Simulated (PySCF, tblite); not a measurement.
# C5H4ClF2O radical: geometry, infrared bands and EPR parameters

Wanted: the infrared bands and EPR parameters of C5H4ClF2O radical (`O=C=C([CH]Cl)CC(F)F`), by calculation.

Computed with tblite 0.8.0 and PySCF 2.14.0, with density-fitted response routines of our own, on a single molecule in the gas phase. Atoms are numbered from 0 throughout.

## (1) The molecule as given

13 atoms, charge 0, multiplicity 2; geometry from: force field or distance geometry start.

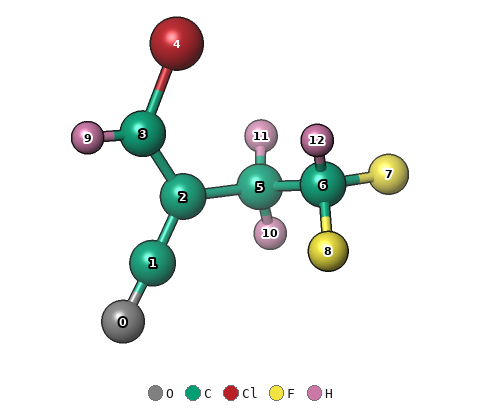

The starting geometry (oxygen grey, carbon teal, chlorine red, fluorine yellow, hydrogen pink), atoms numbered; sticks join atoms by distance.

## (2) Optimising the geometry with GFN2-xTB

The job: settings as JSON, then the geometry in Å.

```
{"job": {"kind": "relax", "xc": "GFN2-xTB", "basis": "xTB"}, "charge": 0, "multiplicity": 2}
O      0.770300     2.941800     0.670700
C      0.722600     1.808900     0.380900
C      0.715700     0.534300     0.082700
C      1.756000    -0.291800     0.589700
Cl     1.844200    -1.988600     0.356800
C     -0.373400    -0.039100    -0.811300
C     -1.505800    -0.666400    -0.027300
F     -2.411300    -1.172100    -0.888900
F     -2.146300     0.280000     0.696700
H      2.560200     0.073400     1.221800
H     -0.789500     0.756800    -1.440000
H      0.044100    -0.770900    -1.511600
H     -1.191300    -1.465700     0.661900
```

Started as:

```console
$ OMP_NUM_THREADS=1 python probes_run.py task.json out
```

This one command runs all jobs of the session in turn.

The program printed:

```text
step      E/eV     max force
  0    -836.42701    1.820
  1    -836.40451    4.428
  2    -836.46713    0.520
  3    -836.47462    0.242
  4    -836.48078    0.262
  5    -836.48776    0.193
  6    -836.49012    0.128
  7    -836.49205    0.093
  8    -836.49316    0.102
  9    -836.49466    0.127
 10    -836.49638    0.123
 11    -836.49835    0.124
 12    -836.50024    0.099
 13    -836.50211    0.112
 14    -836.50387    0.113
 15    -836.50525    0.099
 16    -836.50621    0.086
 17    -836.50697    0.071
 18    -836.50760    0.054
 19    -836.50806    0.049
 20    -836.50834    0.036
 21    -836.50855    0.038
 22    -836.50877    0.044
 23    -836.50903    0.044
 24    -836.50927    0.038
 25    -836.50948    0.036
 26    -836.50966    0.036
 27    -836.50981    0.032
 28    -836.50993    0.028
 29    -836.51004    0.027
 30    -836.51014    0.029
 31    -836.51024    0.023
 32    -836.51031    0.023
 33    -836.51037    0.022
 34    -836.51043    0.018
 35    -836.51046    0.012
 36    -836.51048    0.011
 37    -836.51049    0.010
 38    -836.51051    0.013
 39    -836.51053    0.013
 40    -836.51055    0.009
```

It took 0.27 s on 1 thread of Arm Neoverse V1, shared host.

The steps of the relaxation: (not every step is listed) (the energy doesn't fall at every step)

```csv
step,energy from step 0 (eV),largest force (eV/Å)
0,0.0000,1.8199
1,0.0225,4.4281
2,-0.0401,0.5195
3,-0.0476,0.2424
4,-0.0538,0.2619
5,-0.0607,0.1925
6,-0.0631,0.1282
7,-0.0650,0.0925
8,-0.0661,0.1024
10,-0.0694,0.1232
12,-0.0732,0.0992
14,-0.0769,0.1126
16,-0.0792,0.0859
18,-0.0806,0.0544
20,-0.0813,0.0355
22,-0.0818,0.0435
24,-0.0823,0.0376
26,-0.0827,0.0357
28,-0.0829,0.0276
30,-0.0831,0.0291
32,-0.0833,0.0228
34,-0.0834,0.0177
35,-0.0834,0.0121
36,-0.0835,0.0109
37,-0.0835,0.0104
38,-0.0835,0.0126
39,-0.0835,0.0128
40,-0.0835,0.0088
```

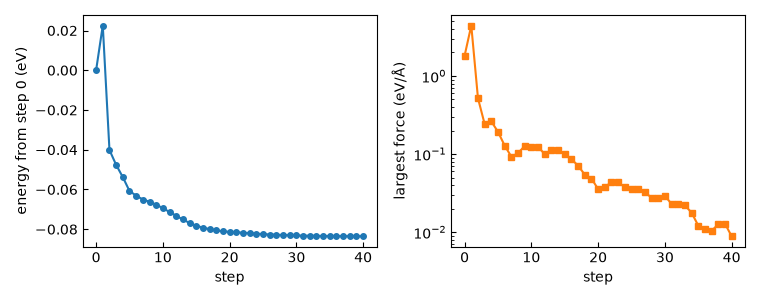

Energy and largest force along the relaxation.

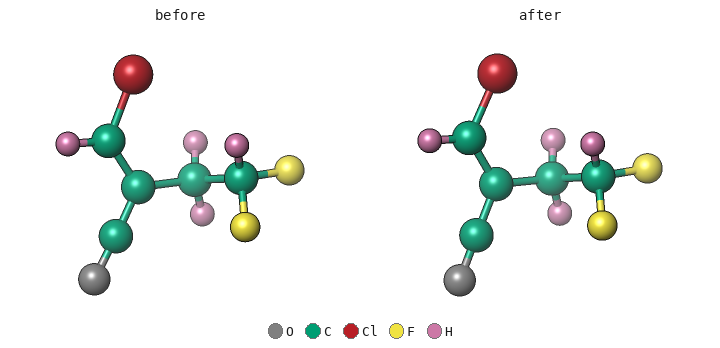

Before and after, at one scale.

Distances of close pairs at the start and the end, largest changes first:

```csv
bond,before (Å),after (Å),change (Å)
C1–C2,1.309,1.332,+0.023
C2–C3,1.422,1.401,-0.021
C3–H9,1.086,1.073,-0.013
C5–C6,1.513,1.526,+0.013
C3–Cl4,1.715,1.705,-0.010
O0–C1,1.170,1.164,-0.007
C6–F7,1.348,1.354,+0.005
C2–C5,1.521,1.516,-0.005
```

The end geometry stands in the next job.

## (3) Vibrational analysis with GFN2-xTB

The job: settings as JSON, then the geometry in Å.

```
{"job": {"kind": "ir", "xc": "GFN2-xTB", "basis": "xTB"}, "charge": 0, "multiplicity": 2}
O      0.620694     2.956914     0.576353
C      0.688457     1.811209     0.383923
C      0.758519     0.514642     0.087832
C      1.732155    -0.341464     0.619089
Cl     1.745677    -2.005145     0.246026
C     -0.330920    -0.010100    -0.826246
C     -1.457663    -0.641629    -0.013507
F     -2.387275    -1.175420    -0.840390
F     -2.099662     0.298619     0.721114
H      2.513018     0.002883     1.269801
H     -0.755773     0.794432    -1.428929
H      0.083963    -0.774017    -1.485278
H     -1.115578    -1.430437     0.672483
```

The program printed:

```text
mode    cm-1     km/mol
  1      41.2      1.04
  2      50.1      1.83
  3      85.6      0.24
  4     110.3      0.90
  5     140.9      2.52
  6     223.9      5.76
  7     262.4      9.56
  8     339.0      3.83
  9     380.4      5.70
 10     409.3     14.22
 11     459.0     15.29
 12     499.5     34.87
 13     520.5      3.32
 14     583.6      9.11
 15     803.0      4.75
 16     862.4     12.17
 17     909.2      4.34
 18    1000.1     24.72
 19    1034.2    143.05
 20    1093.3    123.44
 21    1145.0     40.46
 22    1178.4     26.80
 23    1241.5      5.36
 24    1270.1     19.44
 25    1278.4     15.71
 26    1312.8     14.55
 27    1368.2      3.32
 28    1429.2     19.64
 29    2213.9   1288.70
 30    2903.4     24.34
 31    2999.9      3.49
 32    3004.0      6.44
 33    3133.0      4.83
```

It took 0.45 s on 1 thread of Arm Neoverse V1, shared host.

Which atoms move in the most intense modes:

```csv
cm⁻¹,km/mol,atoms
500,34.9,"H9 23 %, C2 22 %, C6 17 %, H10 11 %"
1000,24.7,"C6 23 %, C5 23 %, H10 19 %, H11 16 %"
1034,143.1,"C6 58 %, F7 24 %"
1093,123.4,"C6 47 %, H12 14 %, C5 12 %, F8 10 %"
1145,40.5,"H10 28 %, H11 20 %, C6 18 %, H12 10 %"
1178,26.8,H9 70 %
2214,1288.7,"C1 68 %, O0 25 %"
2903,24.3,H12 93 %
```

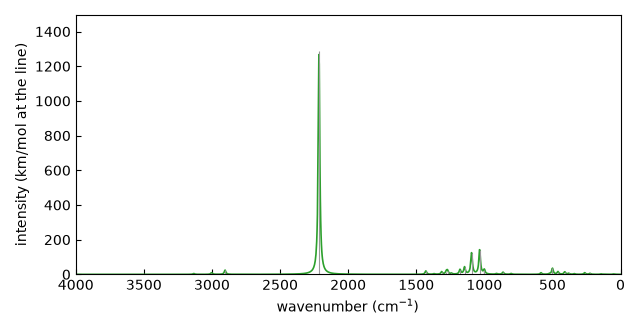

The infrared spectrum from these modes, unscaled. Lines are broadened to a width of 14 cm⁻¹ (Lorentzian).

## (4) g tensor and hyperfine couplings: B3LYP/pcH-1

Same as in step 3 but for these lines:

```diff
@@ -1,2 +1,2 @@
-{"job": {"kind": "ir", "xc": "GFN2-xTB", "basis": "xTB"}, "charge": 0, "multiplicity": 2}
+{"job": {"kind": "epr", "basis": "pcH-1"}, "charge": 0, "multiplicity": 2}
 O      0.620694     2.956914     0.576353
```

Method: UKS B3LYP, pcH-1 on C Cl F H O, non-relativistic, mean-field spin-orbit, GIAO.

The program printed:

```text
UKS, coarse grid
  cycle   1  E = -927.83555464  |g| = 6.94e-01
  cycle   2  E = -927.30162119  |g| = 1.42e+00
  cycle   3  E = -927.96851391  |g| = 2.67e-01
  cycle   4  E = -927.99546686  |g| = 7.89e-02
  cycle   5  E = -927.99771715  |g| = 1.99e-02
  cycle   6  E = -927.99788233  |g| = 8.75e-03
  cycle   7  E = -927.99792856  |g| = 3.28e-03
  cycle   8  E = -927.99793718  |g| = 1.39e-03
  cycle   9  E = -927.99793840  |g| = 7.43e-04
UKS, final grid
  cycle   1  E = -927.99797254  |g| = 1.17e-03
  cycle   2  E = -927.99797093  |g| = 2.26e-03
  cycle   3  E = -927.99797313  |g| = 3.94e-04
  cycle   4  E = -927.99797319  |g| = 4.90e-05
  cycle   5  E = -927.99797319  |g| = 3.46e-05
  cycle   6  E = -927.99797320  |g| = 1.68e-05
E = -927.99797320 Eh   <S^2> = 0.7625 (exact 0.7500)
g shifts (ppm)      1          2          3
  rmc          -203       -203       -203
  gc             23         22         39
  oz_so        -659       -284       6015
  total        -839       -465       5852
hyperfine (MHz)  atom isotope    a_iso     a_fc   dipolar eigenvalues
    0   17O     -12.13     -12.44    -51.94     25.03     26.90
    1   13C      18.22      18.57    -27.49    -24.74     52.23
    2   13C     -38.26     -38.31    -10.79      2.82      7.97
    3   13C      76.49      76.05    -63.67    -62.56    126.23
    4  35Cl       3.75       3.98    -23.71    -14.07     37.77
    5   13C       1.24       1.23     -0.87     -0.15      1.02
    6   13C      -4.10      -4.10     -0.47     -0.20      0.68
    7   19F      -1.46      -1.46     -1.23      0.22      1.01
    8   19F       9.14       9.14     -3.51     -1.52      5.03
    9    1H     -50.85     -50.96    -27.89     -1.20     29.09
   10    1H      -2.09      -2.10     -2.04     -1.37      3.41
   11    1H      -2.64      -2.65     -2.47     -1.32      3.78
   12    1H       0.53       0.53     -2.17     -1.13      3.30
```

Wall time 1.7 min (1 thread of Arm Neoverse V1, shared host); peak memory 0.96 GiB.

Principal g values 2.00148, 2.00185, 2.00817; g(iso) = 2.00384, against 2.00232 for a free electron.

Hyperfine couplings; where a row names several nuclei, a(iso) is their mean (it holds for fast rotation or exchange) and the dipolar term the largest among them:

```csv
nuclei,isotope,a(iso) (MHz),"a(iso) (G, at g = 2.0023)",largest dipolar term (MHz)
C3,13C,76.5,27.3,126.2
H9,1H,-50.8,-18.1,29.1
C2,13C,-38.3,-13.7,-10.8
C1,13C,18.2,6.5,52.2
O0,17O,-12.1,-4.3,-51.9
C6,13C,-4.1,-1.5,0.7
"F7, F8",19F,3.8,1.4,5.0
Cl4,35Cl,3.8,1.3,37.8
"H10, H11",1H,-2.4,-0.8,3.8
C5,13C,1.2,0.4,1.0
H12,1H,0.5,0.2,3.3
```

Mulliken spin populations:

O0 0.12; C1 0.26; C2 -0.12; C3 0.72; Cl4 0.06; C5 0.00; C6 0.00; F7 0.00; F8 0.00; H9 -0.03; H10 0.00; H11 0.00; H12 0.00

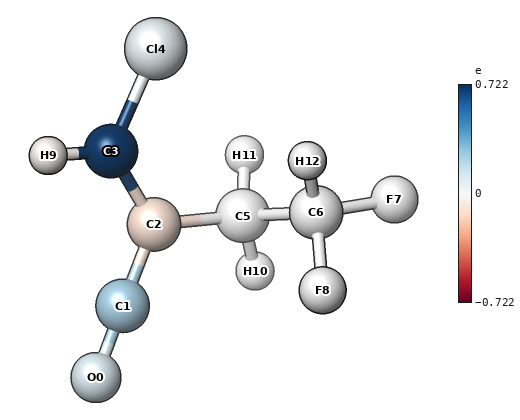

Mulliken spin populations, as colours on the atoms.

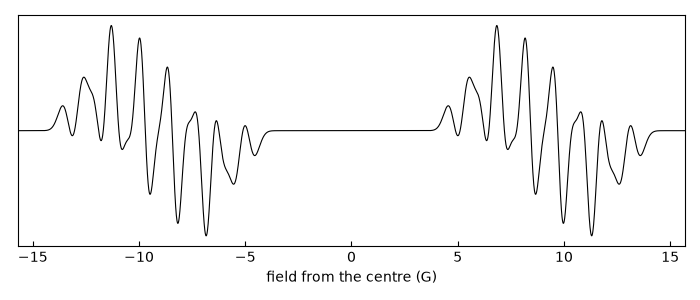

First-order isotropic spectrum (first derivative, main isotopes with spin only, couplings over 0.8 MHz, Gaussian width 0.3 G; couplings of the frozen geometry, rotation of groups not averaged beyond the rows shown).

Orbitals, density, ELF and potential are computed afterwards from the orbital file.

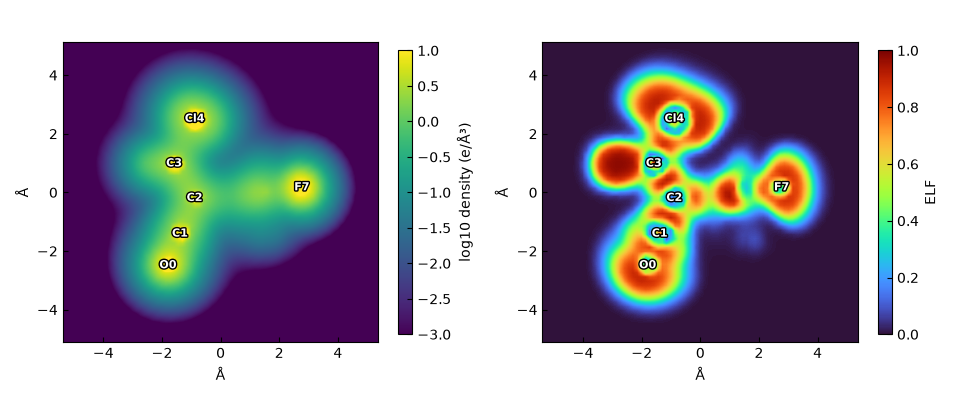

Density (left) and ELF (right) in a plane through or near 6 of the atoms.

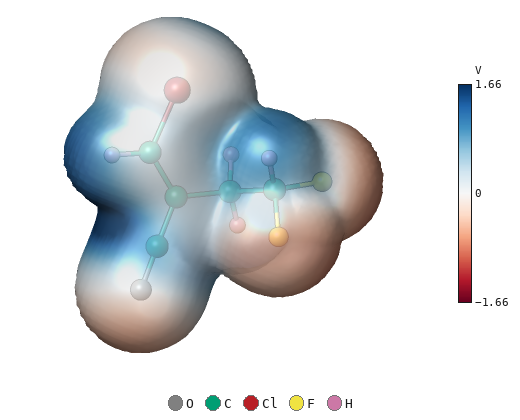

Electrostatic potential on the surface of density 0.002 e/bohr³; red is low, blue high. It runs from -0.77 V near F8 to 1.66 V near H9.

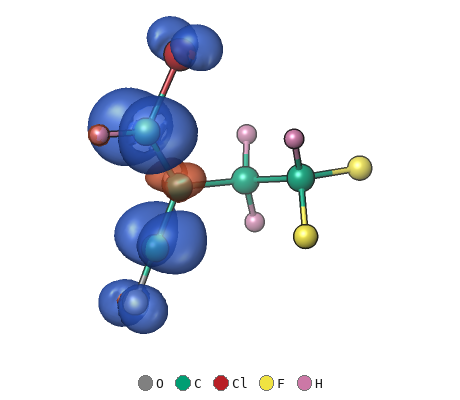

Spin density at ±0.03 e/Å³ (alpha excess blue, beta excess red).

## (5) Results

```
                                                                  quantity                   value
                                 strongest single infrared mode (GFN2-xTB)  2214 cm⁻¹, 1289 km/mol
                                              zero-point energy (GFN2-xTB)           49.0 kcal/mol
                                                            g(iso) (B3LYP)                 2.00384
                                                                      ⟨S²⟩      0.762 (exact 0.75)
                                        largest a(iso) (averaged by class)     13C on C3, 76.5 MHz
potential on the surface of density 0.002 e/bohr³, 1st and 99th percentile      -0.77 V and 1.66 V
```

**Reading.** Over 40 steps the energy fell by 0.084 eV; of the close pairs, C1–C2 changed most, 1.309 to 1.332 Å. All 33 modes are real, so the xTB geometry is a minimum. The strongest single mode, at 2214 cm⁻¹, moves mainly C1. Unscaled tight-binding wavenumbers are off by several per cent, some by more. Its intensities can rank the bands wrongly. The largest share of the spin, 0.72 e, sits on C3. The isotropic g lies 1.5 ppt above the free-electron value. These values are for one conformer; the search (at its own cheap level) found 2 more, at 0.63, 1.19 kcal/mol, and measured spectra average over such forms.
